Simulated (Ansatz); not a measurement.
**A computed series for SnTe: response to strain**

Take SnTe in the rock salt structure (space group Fm-3m, No. 225; a = 6.370 Å) as the base. Axes: x, y, z lie along the cube axes.

Strains are applied to the cell and any free atomic positions relax; under biaxial strain the out-of-plane vector relaxes too.

Method: Ansatz (a first-principles code), r2SCAN, PAW, cutoff 500 eV, spin-orbit coupling left out.

Notes on the quantities. pressure: mean of the normal stresses, compression positive.

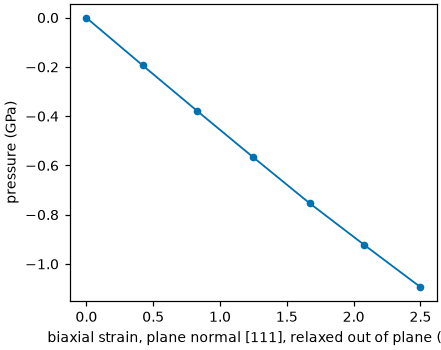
Pressure against biaxial strain, plane normal [111], relaxed out of plane

```csv
"biaxial strain, plane normal [111], relaxed out of plane (%)",pressure
0.42,-1.9 kbar
0.83,-0.4 GPa
1.25,-0.6 GPa
1.67,-0.8 GPa
2.08,-0.9 GPa
2.5,-1.1 GPa
```

Stability against distortions was not tested. The final runs are not spin-polarised.
